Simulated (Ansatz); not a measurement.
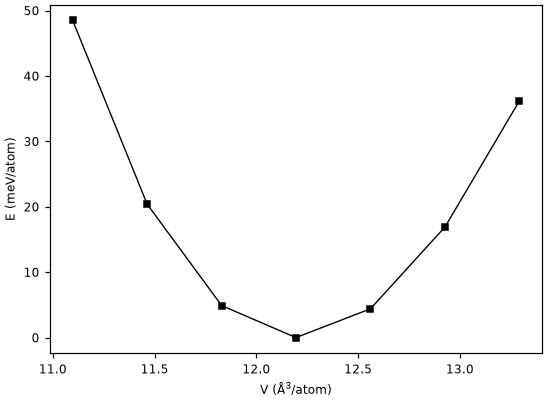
Figure. BAs (rock salt, Fm-3m) under volume change, the program Ansatz at the r²SCAN level (PAW), scaled uniformly.

Question: What does a third-order Birch–Murnaghan fit give for V₀, B₀ and B′?

Answer: V₀ = 12.19 Å³/atom, B₀ = 135 GPa, B′ = 4.0.

The cell is a constructed one: a structure type filled with these elements; neither database checked (COD, Materials Project) lists it. It is not the phase usual at ambient conditions (space group No. 216). Symmetry was held in the r²SCAN relaxation; whether a distortion lowers the energy is not shown.

Potentials: the later of the program's two PAW sets.
